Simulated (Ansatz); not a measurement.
# H₃O+ (singlet): one geometry, many settings at distance O1–H4 = 3.298 Å

What do other methods and options give for H₃O+ (singlet) at this geometry, and how long do they take?

Method: the settings change from run to run; program: Ansatz 0.2.0, Gaussian basis.

22 further runs of the same task are left out: 2 for a known fault of the program, 11 that didn't finish, 9 set aside as unsound or not needed.

### Step 1. The geometry

The geometry derives from a PBE0/def2-TZVP stationary point (not a proven minimum). One bond is set to the value named and the two fragments are kept rigid.

4 atoms, charge 1, spin multiplicity 1.

Atoms are counted from 1 here; the program's logs count them from 0.

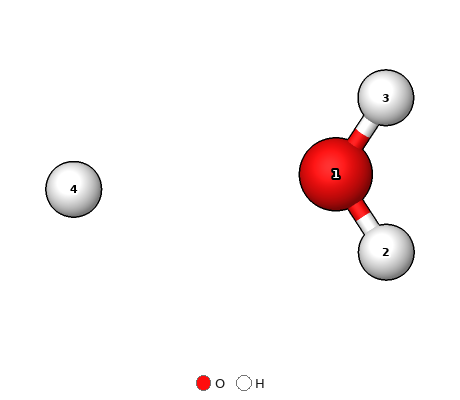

The geometry (oxygen red, hydrogen white); atoms are numbered from 1 in the order of the file.

### Step 2. BCCD on UHF/def2-TZVP

The input, in.yaml:

```yaml
crystal:
  periodic: [false, false, false]
  atoms:
    - {symbol: O, position_ang: [0.057974, 0.103163, -0.075104]}
    - {symbol: H, position_ang: [0.998848, 0.117436, 0.192124]}
    - {symbol: H, position_ang: [-0.425728, 0.912688, 0.184819]}
    - {symbol: H, position_ang: [-1.493369, -2.667661, 0.815218]}
basis:
  gaussian: {orbitals: def2-TZVP}
total_charge: 1
magnetization: {spin_polarized: true, initial_magnetization: 0}
correlation: {method: bccd, electrons: outside_noble_gas, diis_vectors: 12}
```

On the command line:

```sh
$ ansatz run in.yaml --threads 1 --pin off --events-out ev --progress --plain --max-ram 2393MiB
```

The log of the run, cut to the lines that bear on the results:

```text
Functional definition: HF
  name "HF"
  cite "Fock, Z. Phys. 61, 126 (1930) doi:10.1007/BF01340294"
  parent pbe
[...]
353 factors; integrals over basis functions are off by at most 1.2e-3 eV
[...]
mean field -2072.40267709 eV, -76.1593936580 hartree, gradient 3.6e-6 eV, S^2 1.005109; 10 other end points of the search recorded, 0 dependent functions left out
determinant -2072.40267709 eV, -76.1593936580 hartree, with singles and doubles -2078.06487873 eV, -76.3674757304 hartree
determinant -2070.56763594 eV, -76.0919571395 hartree, with singles and doubles -2076.22044567 eV, -76.2996940655 hartree
determinant -2070.17990866 eV, -76.0777084249 hartree, with singles and doubles -2077.40795292 eV, -76.3433341521 hartree
1 core orbitals not correlated: weight in the atoms' cores, before any rotation towards them, 1.000 or more for the frozen orbitals, at most 0.000 for the correlated occupied ones
reference -2072.40267709 eV, -76.1593936580 hartree; 4, 4 occupied and 44, 44 virtual orbitals, 353 factors
second order -5.19810314 eV of doubles, -0.00000000 eV of singles
cycle   1  -5.63345619 eV  change   -5.5e-1 eV  update   1.3e-2
[...]
cycle  20  -5.64407793 eV  change    1.6e-6 eV  update   7.0e-6
Total energy: -2078.04675501 eV, -76.3668096961 hartree
```

It took 2.3 s on 1 thread of Arm Neoverse V1, shared host.

From the report: ⟨S²⟩ of the determinant 1.005 (pure singlet: 0.00); correlation -5.6441 eV; largest double amplitude 0.03. The determinant is far from a pure spin state, so its energy mixes those of several spin states (harmless only where they are near-degenerate, as at dissociation).

### Step 3. CCSDT(Q)/def2-SVP

Changes to in.yaml since step 2:

```diff
@@ -8,5 +8,6 @@
 basis:
-  gaussian: {orbitals: def2-TZVP}
+  gaussian: {orbitals: def2-SVP}
 total_charge: 1
-magnetization: {spin_polarized: true, initial_magnetization: 0}
-correlation: {method: bccd, electrons: outside_noble_gas, diis_vectors: 12}
+magnetization: {spin_polarized: false}
+hamiltonian: {xc: {name: PBE0}}
+correlation: {method: ccsdt_q, electrons: outside_noble_gas}
```

The command is unchanged.

The log of the run, cut to the lines that bear on the results:

```text
Functional definition: PBE0
  name "PBE0"
  cite "Adamo & Barone, J. Chem. Phys. 110, 6158 (1999) doi:10.1063/1.478522"
  cite "Perdew, Burke & Ernzerhof, Phys. Rev. Lett. 77, 3865 (1996) doi:10.1103/PhysRevLett.77.3865"
  parent pbe
[...]
456 factors; integrals over basis functions are off by at most 2.3e-7 eV
[...]
mean field -2077.09465632 eV, -76.3318207144 hartree, gradient 1.7e-6 eV, S^2 0.000000; 1 other end points of the search recorded, 0 dependent functions left out; unrestricted orbitals would lower it
unrestricted determinant -2069.81348281 eV, -76.0642425232 hartree, S^2 1.0047
1 core orbitals not correlated: weight in the atoms' cores, before any rotation towards them, 1.000 or more for the frozen orbitals, at most 0.000 for the correlated occupied ones
reference -2066.77577163 eV, -75.9526086964 hartree; 4, 4 occupied and 24, 24 virtual orbitals, 456 factors
second order -7.53999136 eV of doubles, -0.67902613 eV of singles
cycle   1  -6.33885218 eV  change    1.7e-1 eV  update   1.6e-1
[...]
cycle  48  -6.48149173 eV  change   -3.9e-7 eV  update   7.8e-8
perturbative correction -0.02557311 eV, -0.0009397946 hartree
WARN: the results are in doubt because among natural orbitals full CI differs from the method by -1.328 eV
Total energy: -2073.28283647 eV, -76.1917389187 hartree
In doubt: among natural orbitals full CI differs from the method by -1.328 eV
```

Run time: 5.5 s. Hardware: 1 thread of Arm Neoverse V1, shared host.

From the report: correlation -6.5071 eV; T1 0.254; largest double amplitude 0.09. The orbitals are Kohn-Sham ones, so correlation energy and T1 don't compare with those on Hartree-Fock orbitals. The program marks this result as in doubt; its last lines say why.

### Step 4. MRCISD+Q(relaxed)(2,3)/6-31G

Changes to in.yaml since step 3:

```diff
@@ -8,6 +8,6 @@
 basis:
-  gaussian: {orbitals: def2-SVP}
+  gaussian: {orbitals: 6-31G}
 total_charge: 1
-magnetization: {spin_polarized: false}
-hamiltonian: {xc: {name: PBE0}}
-correlation: {method: ccsdt_q, electrons: outside_noble_gas}
+correlation: {method: fic_mrcisd_q_relaxed, electrons: all, active_space: {window: {electrons: 2, orbitals: 3}}}
+accuracy: high
+scf: {lower_state_search: off}
```

Launched as before.

The log of the run, cut to the lines that bear on the results:

```text
Functional definition: HF
  name "HF"
  cite "Fock, Z. Phys. 61, 126 (1930) doi:10.1007/BF01340294"
  parent pbe
[...]
274 factors; integrals over basis functions are off by at most 1.0e-8 eV
[...]
mean field -2068.29586726 eV, -76.0084711807 hartree, gradient 1.9e-8 eV, S^2 0.000000; 0 other end points of the search recorded, 0 dependent functions left out
reference -2068.29586726 eV, -76.0084711807 hartree; 5, 5 occupied and 10, 10 virtual orbitals, 274 factors
state -2070.33922486 eV, -76.0835631873 hartree
contracted CI cycle   1: correlation 0.00000000 eV, 0.0000000000 hartree, residual 1.66e1 eV
contracted CI cycle   2: correlation -2.68558837 eV, -0.0986935524 hartree, residual 2.69e0 eV
contracted CI cycle   3: correlation -2.79350966 eV, -0.1026595866 hartree, residual 7.85e-1 eV
contracted CI cycle   4: correlation -2.80122912 eV, -0.1029432714 hartree, residual 3.48e-1 eV
[...]
contracted CI cycle  12: correlation -2.80496519 eV, -0.1030805695 hartree, residual 2.69e-3 eV
contracted CI cycle  13: correlation -2.80496535 eV, -0.1030805753 hartree, residual 1.17e-3 eV
contracted CI cycle  14: correlation -2.80496537 eV, -0.1030805761 hartree, residual 4.24e-4 eV
contracted CI cycle  15: correlation -2.80496537 eV, -0.1030805762 hartree, residual 1.24e-4 eV
contracted CI cycle  16: correlation -2.80496537 eV, -0.1030805762 hartree, residual 4.10e-5 eV
contracted CI cycle  17: correlation -2.80496537 eV, -0.1030805762 hartree, residual 2.24e-5 eV
contracted CI cycle  18: correlation -2.80496537 eV, -0.1030805762 hartree, residual 6.96e-6 eV
state -2070.33922486 eV, -76.0835631873 hartree; corrected -2073.24348117 eV, -76.1902926381 hartree
WARN: 1 active orbitals are nearly empty or full. The corrections depend on them more than the energy does, and are more stable in an active space without them
Total energy: -2073.24348117 eV, -76.1902926381 hartree
Checks for a lower state left out: stability, starts, cluster_reference, orbital_swaps, neighbouring_geometries, increment
```

Wall time 0.33 s (1 thread of Arm Neoverse V1, shared host).

From the report: 9 determinants; active occupations 1.11, 0.89, 0.00. The report marks this result as in doubt.

### Step 5. CCSD on UHF/6-31G

Changes to in.yaml since step 4:

```diff
@@ -10,4 +10,4 @@
 total_charge: 1
-correlation: {method: fic_mrcisd_q_relaxed, electrons: all, active_space: {window: {electrons: 2, orbitals: 3}}}
-accuracy: high
-scf: {lower_state_search: off}
+magnetization: {spin_polarized: true, initial_magnetization: 0}
+correlation: {method: ccsd, electrons: valence, diis_vectors: 4}
+scf: {omitted_lower_state_checks: [cluster_reference]}
```

Launched as before.

The log of the run, cut to the lines that bear on the results:

```text
Functional definition: HF
  name "HF"
  cite "Fock, Z. Phys. 61, 126 (1930) doi:10.1007/BF01340294"
  parent pbe
[...]
172 factors; integrals over basis functions are off by at most 2.9e-4 eV
[...]
mean field -2070.38877899 eV, -76.0853842679 hartree, gradient 8.1e-6 eV, S^2 1.003550; 9 other end points of the search recorded, 0 dependent functions left out
1 core orbitals not correlated: weight in the atoms' cores, before any rotation towards them, 1.000 or more for the frozen orbitals, at most 0.000 for the correlated occupied ones
reference -2070.38877899 eV, -76.0853842679 hartree; 4, 4 occupied and 10, 10 virtual orbitals, 172 factors
second order -2.46966475 eV of doubles, -0.00000000 eV of singles
cycle   1  -2.67094799 eV  change   -2.0e-1 eV  update   3.4e-2
[...]
cycle  31  -2.80017394 eV  change    4.5e-6 eV  update   8.9e-6
Total energy: -2073.18895293 eV, -76.1882887622 hartree
Checks for a lower state left out: cluster_reference
```

Wall time 0.36 s (1 thread of Arm Neoverse V1, shared host).

From the report: ⟨S²⟩ of the determinant 1.004 (pure singlet: 0.00); correlation -2.8002 eV; T1 0.023; largest double amplitude 0.04. The determinant is far from a pure spin state, so its energy mixes those of several spin states (harmless only where they are near-degenerate, as at dissociation).

### Step 6. CCSDT(Q)/B/def2-SVP

The input, in.yaml:

```yaml
crystal:
  periodic: [false, false, false]
  atoms:
    - {symbol: O, position_ang: [0.057974, 0.103163, -0.075104]}
    - {symbol: H, position_ang: [0.998848, 0.117436, 0.192124]}
    - {symbol: H, position_ang: [-0.425728, 0.912688, 0.184819]}
    - {symbol: H, position_ang: [-1.493369, -2.667661, 0.815218]}
basis:
  gaussian: {orbitals: def2-SVP}
total_charge: 1
magnetization: {spin_polarized: false}
hamiltonian: {xc: {name: B3LYP}}
correlation: {method: ccsdt_q_b, electrons: valence}
```

Launched as before.

The log of the run, cut to the lines that bear on the results:

```text
Functional definition: B3LYP
  name "B3LYP"
  cite "Stephens, Devlin, Chabalowski & Frisch, J. Phys. Chem. 98, 11623 (1994) doi:10.1021/j100096a001"
  cite "Becke, Phys. Rev. A 38, 3098 (1988) doi:10.1103/PhysRevA.38.3098"
  cite "Lee, Yang & Parr, Phys. Rev. B 37, 785 (1988) doi:10.1103/PhysRevB.37.785"
  cite "Vosko, Wilk & Nusair, Can. J. Phys. 58, 1200 (1980) doi:10.1139/p80-159"
[...]
456 factors; integrals over basis functions are off by at most 2.3e-7 eV
[...]
mean field -2079.53636649 eV, -76.4215519081 hartree, gradient 8.0e-6 eV, S^2 0.000000; 0 other end points of the search recorded, 0 dependent functions left out; unrestricted orbitals would lower it
unrestricted determinant -2069.81348281 eV, -76.0642425232 hartree, S^2 1.0047
1 core orbitals not correlated: weight in the atoms' cores, before any rotation towards them, 1.000 or more for the frozen orbitals, at most 0.000 for the correlated occupied ones
reference -2066.62176111 eV, -75.9469489142 hartree; 4, 4 occupied and 24, 24 virtual orbitals, 456 factors
second order -7.75227275 eV of doubles, -0.84019748 eV of singles
cycle   1  -6.52656534 eV  change    6.9e-2 eV  update   1.4e-1
[...]
cycle  41  -7.80249759 eV  change   -1.5e-8 eV  update   6.9e-8
perturbative correction -0.00172927 eV, -0.0000635495 hartree
WARN: the results are in doubt because among natural orbitals full CI differs from the method by -0.086 eV
Total energy: -2074.42598797 eV, -76.2337489613 hartree
In doubt: among natural orbitals full CI differs from the method by -0.086 eV
```

It took 4.8 s on 1 thread of Arm Neoverse V1, shared host.

From the report: correlation -7.8042 eV; T1 0.176; largest double amplitude 0.97. The orbitals are Kohn-Sham ones, so correlation energy and T1 don't compare with those on Hartree-Fock orbitals. The program marks this result as in doubt; its last lines say why.

### Step 7. The runs in one table

Where basis and cores are those of an earlier FCI/6-31G run (-2073.2327 eV), and the state is the same kind, the miss against it is given. † marks a result that the program doubts.

```
                                    level         correlated  functions  energy (eV)  from FCI (meV)    time
                    BCCD on UHF/def2-TZVP  outside noble gas         49   -2078.0468                   2.3 s
   CCSDT(Q)/def2-SVP (on PBE0 orbitals) †  outside noble gas         29   -2073.2828                   5.5 s
           MRCISD+Q(relaxed)(2,3)/6-31G †                all         15   -2073.2435                  0.33 s
                        CCSD on UHF/6-31G            valence         15   -2073.1890            43.8  0.36 s
CCSDT(Q)/B/def2-SVP (on B3LYP orbitals) †            valence         29   -2074.4260                   4.8 s
```

### Step 8. Results

| quantity | value |
| --- | --- |
| runs | 5 |
| quickest | MRCISD+Q(relaxed)(2,3)/6-31G †, 0.33 s |
| slowest | CCSDT(Q)/def2-SVP (on PBE0 orbitals) †, 5.5 s |

**Reading.** Total energies in different bases, with other cores or another treatment of relativity can't be set against each other. CCSDT(Q)/def2-SVP (on PBE0 orbitals) † took 17 times as long as MRCISD+Q(relaxed)(2,3)/6-31G †; the jobs differ in more than the method.
